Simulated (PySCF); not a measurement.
System: AsC (charge −1).

```xyz
2

As    0.0000    0.0000   -0.2373
C     0.0000    0.0000    1.4817
```

Level of theory: PBE0/aug-pcseg-1, non-relativistic, at a bond length of 1.719 Å (PySCF 2.14.0).

Predict the electron density and electron localisation function between the atoms.

C–As (1.72 Å): the density is about 1.3 e/Å³ at the midpoint; the ELF peaks at about 0.85 between the atoms; localised, covalent bonding.

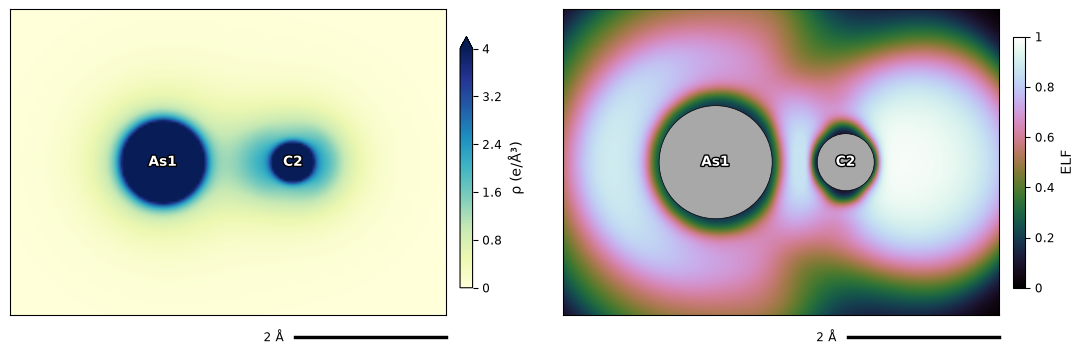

Computed electron density and electron localisation function on a plane that holds the molecular axis, in this order. Grey discs cover the atomic cores in the ELF map. 
